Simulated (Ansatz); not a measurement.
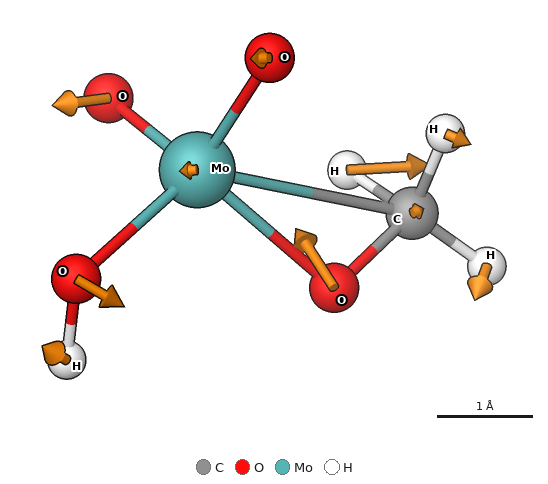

A relaxation of CH4MoO4 (coarse preliminary run). The starting structure is drawn; orange arrows show the displacements, at their true length. The two geometries are superimposed by the best rigid fit.

Style: ball-and-stick. Shown from a free direction.

The start comes from a force field.

Level of theory: RKS PBE-D4/def2-SVP in Ansatz. (force threshold 0.03 eV/Å; at most 200 steps)

**What did the optimiser do to the structure, and how much energy did it gain?**

The largest moves after the best rigid fit, 0.93 Å, are those of O and H atoms. Largest moves by element: O 0.93 Å, H 0.92 Å, Mo 0.21 Å, C 0.16 Å. Some distances before and after: C–Mo 2.795 → 3.066 Å, Mo–O 2.059 → 1.865 Å, Mo–O 2.062 → 1.890 Å, Mo–O 1.788 → 1.703 Å. Bond angles that change, for instance: C–O–Mo 106.9° → 138.1°, Mo–O–H 104.0° → 121.8°, H–C–H 113.7° → 108.9°. Groups turn about Mo–O by about 70°. Over 18 accepted moves (22 points after the start) the energy falls by 152.4 kJ/mol. The largest force component goes from 3 to 0.019 eV/Å. The line search rejected the trial steps at points 6, 8, 16, 20 of the run. The forces were under the threshold at step 13, but the run went on from there.
